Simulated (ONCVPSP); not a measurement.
Pt, optimised norm-conserving Vanderbilt (ONCV), made with ONCVPSP 4.0.1 (LDA (Perdew-Wang 92), fully relativistic). Core [Kr] 4d10 4f14, reference 5s2 5p6 5d9 6p1. Waves: 5s: rc 1.55 bohr, ncon 3, nbas 7, qcut 6.6 1/bohr, 2 projectors, debl 1 Ha; 5p+6p: rc 1.85 bohr, ncon 4, nbas 8, qcut 7.6 1/bohr, 2 projectors; 5d: rc 1.70 bohr, ncon 4, nbas 9, qcut 7.6 1/bohr, 2 projectors, debl 3.8 Ha. Local part: polynomial inside 1.00 bohr (lpopt 5, dvloc0 6 Ha). Core correction: none.

In the s channel the program set the typed energies aside and used -3.819, 0.250 Ha.

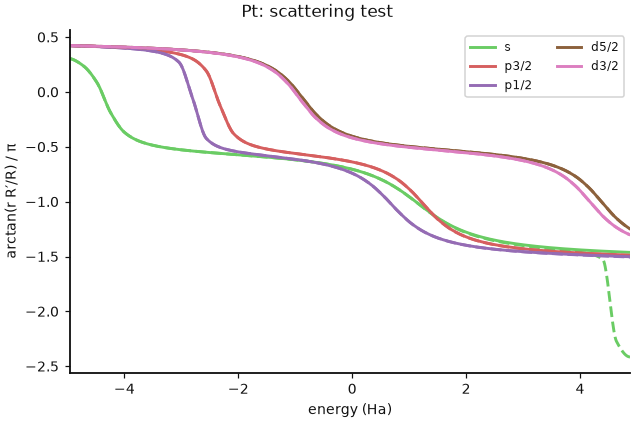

Unwrapped phase arctan(r R′/R) in units of π against energy, all-electron (solid) and pseudo (dashed); the pseudo phase is matched to the all-electron one at the reference energy. Here R(r) is the radial function. A near-vertical step is a level narrower than the spacing of the points behind the curves.

Q: What does the plot say about ghosts?

A: Going away from the reference energies, the phases part by more than π/2 in: s at about 4.5 Ha (above its reference energy, pseudo phase lower, at the flagged ghost). Such a step is either a state that only one of the two atoms has or an ordinary level shifted in energy. The separate test gives: no bound ghost flagged; GHOST(+) flagged for s at 116.9 eV.

Q: How far from the reference energy is each channel transferable, at a tolerance of 0.05 rad?

A: s: up to about 3.8 Ha; p3/2: over the whole range drawn; p1/2: over the whole range drawn; d5/2: over the whole range drawn; d3/2: over the whole range drawn.
